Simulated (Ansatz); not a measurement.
Input

```
crystal:
  lattice:
    - [0.0, 4.3352876776, 4.3352876776]
    - [4.3352876776, 0.0, 4.3352876776]
    - [4.3352876776, 4.3352876776, 0.0]
  atoms:
    - { symbol: Tl, position: [0.0, 0.0, 0.0] }
    - { symbol: Tl, position: [0.75, 0.75, 0.75] }
    - { symbol: Sn, position: [0.25, 0.25, 0.25] }
    - { symbol: Sn, position: [0.5, 0.5, 0.5] }
    - { symbol: H, position: [0.0282099472, 0.4717900528, 0.4717900528] }
    - { symbol: H, position: [0.4717900528, 0.0282099472, 0.0282099472] }
    - { symbol: H, position: [0.4717900528, 0.4717900528, 0.0282099472] }
    - { symbol: H, position: [0.0282099472, 0.0282099472, 0.4717900528] }
    - { symbol: H, position: [0.0282099472, 0.4717900528, 0.0282099472] }
    - { symbol: H, position: [0.4717900528, 0.0282099472, 0.4717900528] }
basis:
  ecutwfc: 420
kpoints:
  mp_grid: { grid: [8, 8, 8] }
hamiltonian:
  xc: pbe
scf:
  occupations: { method: gaussian, width: 0.1 }
output:
  forces: true
  stress: true
  eigenvalues: true
  write_density: true
  write_potential: true
  elf: true
  volumetric_format: npy
relax:
  adjacent_minimum: "off"
  f_tol: 0.01
  max_steps: 80
  cell: { stress_tol: 0.05 }
```

Command:

```sh
ansatz run input.yaml --threads 1 --pin off --max-ram 2560MiB --backend cpu --events-out ev --progress --plain --runs-dir out
```

Below, planes, directions and counts refer to the conventional cell (a = 8.69 Å, b = 8.69 Å, c = 8.69 Å, α = 90.00°, β = 90.00°, γ = 90.00°).

The fields are those of the run's last geometry, not of the input's.

Space group F-43m; a structure generated by program, which may or may not match a known phase.

The calculation used DFT PBE, scalar-relativistic, plane waves, PAW (Ansatz 0.2.0).

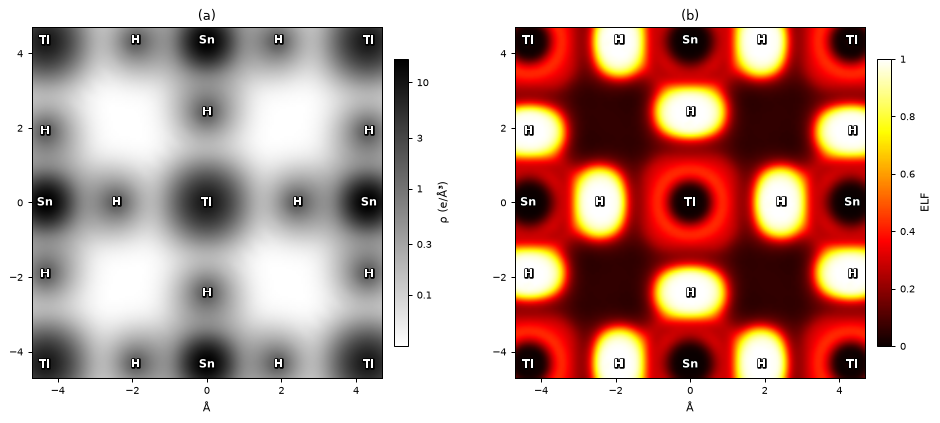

TlSnH₃. (a) valence charge density (pseudo); (b) electron localisation function on the (010) plane of the conventional cell.

### Describe what can be read from this map.

The section cuts through Tl, Sn and H sites.
Sn–H (1.92 Å): ρ is about 0.68 e/Å³ halfway; the ELF climbs to about 1 towards the hydrogen.
Tl–H (2.43 Å): ρ at the midpoint is about 0.32 e/Å³; the ELF climbs to about 1 towards the hydrogen.
Between the atoms the lowest density in this plane is 0.03 e/Å³.
